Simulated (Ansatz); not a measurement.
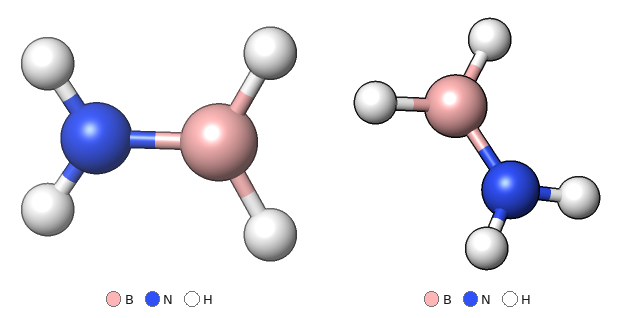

Two views of one molecule.

Count the atoms of each element.

BH₄N, 6 atoms: 1 boron, 4 hydrogen and 1 nitrogen.

Count the bonded pairs by element.

2 N–H, 2 B–H, 1 B–N. Sticks follow a distance rule.

Which point group does it belong to?

C2v.

How many atoms are distinct by symmetry?

4: 1 B, 1 N, 2 H, 2 H.

The parts below concern this one geometry. Atoms keep their numbers from picture to picture. The computed structure is the end point of a PBE0-D4/def2-TZVP optimisation.

### Electronic properties

Level of theory: RKS PBE0-D4/def2-TZVPP (Ansatz 0.2.0).

Give the HOMO–LUMO gap at this level.

8.92 eV.

Give the HOMO energy (Kohn–Sham orbital) at this level.

−8.70 eV.

### Dipole moment

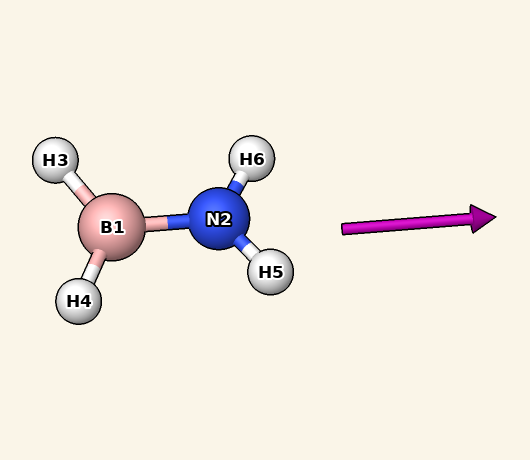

The arrow beside the molecule shows the direction of the dipole moment, from the negative to the positive end (its length means nothing). Level of theory: RKS PBE0-D4/def2-TZVP (Ansatz 0.2.0).

How large is the dipole moment?

1.98 D; it points from the side of H3, H4 to the side of H5, H6 (the outermost atoms at the two ends).

### Charges

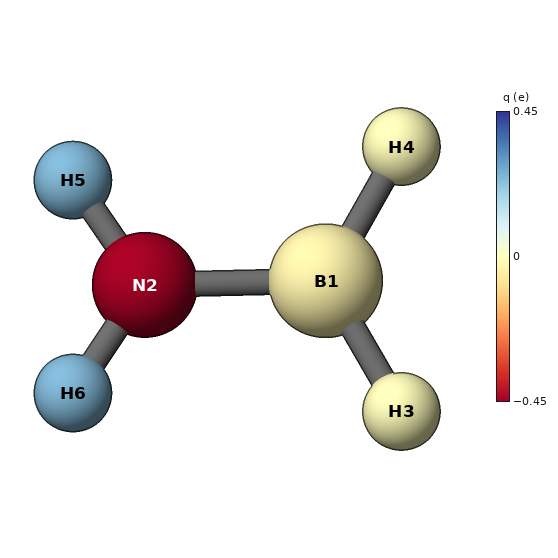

Atoms are coloured by their Mulliken charges. Properties computed with RKS PBE0-D4/def2-TZVP (Ansatz 0.2.0).

Which atom carries the highest charge (most positive or least negative)?

H5, H6 (0.24 e).

And the lowest?

N2 (−0.44 e).

List the Mulliken charges.

```csv
atom,value (e)
B1,−0.03
N2,−0.44
H3,−0.01
H4,−0.01
H5,0.24
H6,0.24
```

### Thermal motion

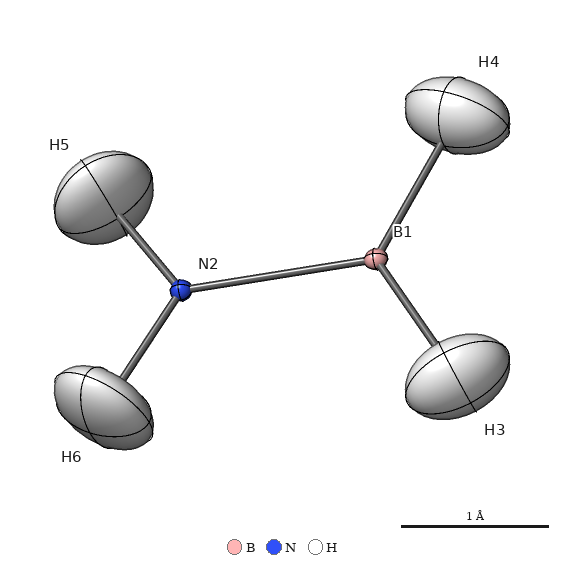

Displacement ellipsoids at the 50 % level, enlarged 2 times, from the internal vibrations of the free molecule (harmonic, no overall translation or rotation; no half-axis is drawn under 0.075 Å). Vibrations computed with RKS PBE0-D4/def2-TZVP (Ansatz 0.2.0). Temperature: 400 K.

Which atom moves most?

H5, H6, with U_eq = 0.0125 Å².

Does H5 move more along its bond or across it?

Across it: the root-mean-square amplitude is 0.067 Å along the bond and up to 0.139 Å across, since bending and torsion are softer than stretching.

List U_eq and the three principal root-mean-square amplitudes for each kind of atom.

```csv
atom,U_eq (Å²),rms amplitudes (Å)
B1,0.00052,"0.020, 0.021, 0.026"
N2,0.00039,"0.015, 0.021, 0.022"
"H3, H4",0.0107,"0.079, 0.103, 0.124"
"H5, H6",0.0125,"0.067, 0.118, 0.139"
```

Mulliken values depend strongly on the basis set and can even reverse the polarity of a bond.
